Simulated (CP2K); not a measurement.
## Convergence study of the k-point mesh for Se (C2, 3 atoms in the cell)

```yaml
crystal:
  lattice:
    - [4.38311, 0.00000, 0.00000]
    - [-2.19156, 3.79589, 0.00000]
    - [0.00000, 0.00000, 4.96485]
  atoms:
    - { symbol: Se, position: [0.00000, 0.22500, 0.66667] }
    - { symbol: Se, position: [0.78641, 0.78641, 0.00000] }
    - { symbol: Se, position: [0.22500, 0.00000, 0.33333] }
```

Computed with LDA (Pade form), GPW, DZVP-MOLOPT-SR-GTH basis, GTH-PADE potentials (GTH_POTENTIALS) (CP2K).

Base settings: CUTOFF = 400 Ry; REL_CUTOFF = 60 Ry; SMEAR/METHOD = FERMI_DIRAC; ELECTRONIC_TEMPERATURE = 116.05 K; KPOINTS/SCHEME = MACDONALD 4 4 2 0.125 0.125 0.25; XC_FUNCTIONAL = PADE; Se/BASIS_SET = DZVP-MOLOPT-SR-GTH-q6; Se/POTENTIAL = GTH-PADE-q6; METHOD = GPW; EPS_DEFAULT = 1e-10.

The second cell is the first with its lattice scaled by 0.98.

Only quantities that move along the ladder and can be compared are tabulated.

The starting cell has typed, rounded lattice constants, without a prior relaxation at this level. Its lattice was rescaled by up to half a per cent. One atom was moved a little off its site on purpose. Values carry the incompleteness of an atom-centred basis.

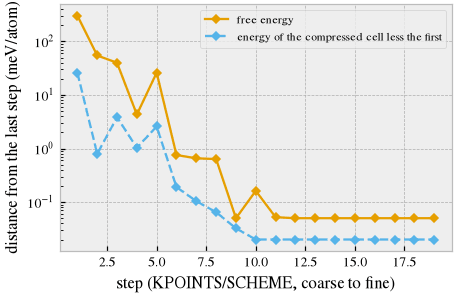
Figure: Distance from the last step along the ladder; very small values are drawn at a floor.

| KPOINTS/SCHEME | free energy less the last step's (meV/atom) | energy of the compressed cell less the first (meV/atom) | pressure (GPa) | largest difference of a force vector from the last step's (eV/Å) | gap on the mesh (eV) |
|---|---|---|---|---|---|
| MACDONALD 2 2 1 0.25 0.25 0 | -303.59 | -6.05 | -2.29 | 1.793 | 2.187 |
| MACDONALD 2 2 2 0.25 0.25 0.25 | 54.72 | 20.86 | 0.21 | 0.035 | 1.078 |
| MACDONALD 3 3 2 0 0 0.25 | 39.90 | 23.90 | 0.43 | 0.187 | 1.087 |
| MONKHORST-PACK 3 3 3 | 4.32 | 21.10 | 0.17 | 0.037 | 1.457 |
| MACDONALD 4 4 2 0.125 0.125 0.25 | 26.07 | 22.65 | 0.31 | 0.203 | 1.086 |
| MACDONALD 4 4 3 0.125 0.125 0 | -0.76 | 20.26 | 0.09 | 0.025 | 1.529 |
| MACDONALD 5 5 4 0 0 0.125 | 0.66 | 20.17 | 0.08 | 0.004 | 1.128 |
| MACDONALD 6 6 4 0.08333333333 0.08333333333 0.125 | 0.64 | 20.13 | 0.08 | 0.001 | 0.898 |
| MACDONALD 6 6 5 0.08333333333 0.08333333333 0 | 0.03 | 20.10 | 0.08 | 0.002 | 1.246 |
| MONKHORST-PACK 7 7 5 | -0.16 | 20.05 | 0.07 | 0.001 | 1.200 |
| MACDONALD 8 8 6 0.0625 0.0625 0.08333333333 | 0.05 | 20.07 | 0.08 | 0.000 | 1.015 |
| MACDONALD 8 8 7 0.0625 0.0625 0 | 0.00 | 20.07 | 0.08 | 0.000 | 1.158 |
| MONKHORST-PACK 9 9 7 | -0.01 | 20.07 | 0.08 | 0.000 | 1.131 |
| MACDONALD 10 10 8 0.05 0.05 0.0625 | 0.00 | 20.06 | 0.08 | 0.000 | 1.001 |
| MONKHORST-PACK 11 11 9 | 0.00 | 20.07 | 0.08 | 0.000 | 1.091 |
| MACDONALD 13 13 10 0 0 0.05 | 0.00 | 20.07 | 0.08 | 0.000 | 0.961 |
| MACDONALD 14 14 11 0.03571428571 0.03571428571 0 | 0.00 | 20.07 | 0.08 | 0.000 | 1.030 |
| MACDONALD 15 15 12 0 0 0.04166666667 | 0.00 | 20.07 | 0.08 | 0.000 | 0.899 |
| MONKHORST-PACK 17 17 13 | 0.00 | 20.07 | 0.08 | 0.000 | 0.990 |
| MACDONALD 19 19 14 0 0 0.03571428571 | 0.00 | 20.07 | 0.08 | 0.000 | 0.926 |

Coarsest KPOINTS/SCHEME that holds the free energy within 5 meV/atom of the last step, with all finer ones: MACDONALD 4 4 3 0.125 0.125 0; the step before is off by 26 meV/atom.

Coarsest KPOINTS/SCHEME that holds the forces within 0.02 eV/Å of the last step, with all finer ones: MACDONALD 5 5 4 0 0 0.125; the step before is off by 0.025 eV/Å.

The gap on the mesh jumps up and down from mesh to mesh; it is no smooth measure of convergence.
